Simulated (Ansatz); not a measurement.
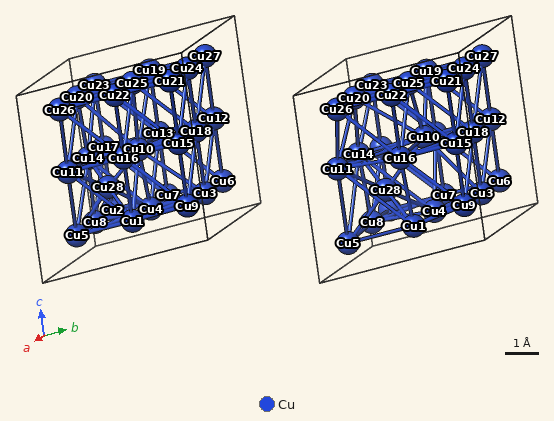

Two geometries of a defect cell of composition Cu, drawn at one scale. One is the start of a relaxation, the other its converged end. The picture is a ball-and-stick view of the cell of the calculation, reduced to other axes (origin shifted), seen slightly off an axis. Lengths and directions refer to the drawn axes.

Level of theory: DFT LDA, scalar-relativistic, plane waves, PAW in Ansatz. (plane-wave cutoff 420 eV; k-point mesh 4 × 4 × 4; occupations gaussian; smearing width 0.1 eV; no spin polarisation; atoms relaxed in a fixed cell; force threshold 0.025 eV/Å; at most 45 steps)

### Which of the two is the end point?

The right one is the relaxed one. Case: Cu interstitial, charge +0, atoms relaxed at the host's cell. The atom that moves furthest is Cu10 (0.50 Å along [−1 1 1]). The lattice vectors keep their values. Some distances before and after: Cu10–Cu14 2.213 → 2.957 Å, Cu4–Cu10 2.349 → 2.951 Å, Cu10–Cu28 1.529 → 2.093 Å, Cu1–Cu10 2.398 → 2.958 Å. Bonds break: Cu10–Cu14 (2.21 → 2.96 Å). Bond angles that change, for instance: Cu5–Cu28–Cu10 171.4° → 179.4°, Cu4–Cu28–Cu11 173.6° → 179.9°, Cu1–Cu28–Cu4 83.8° → 89.7°. The energy falls by 16.571 eV per cell of the calculation in 5 accepted moves (6 points after the start). Largest force component: 34 eV/Å at the start, 0.019 eV/Å at the end. 1 step only repeated the SCF at the same geometry. The run took 21 min on 4 threads of Intel(R) Xeon(R) Processor @ 2.70GHz (shared host), peak memory 3.6 GiB.

Limits of the set-up: the periodic images lie only 7.5 Å apart, so the values are limited by the cell's size.
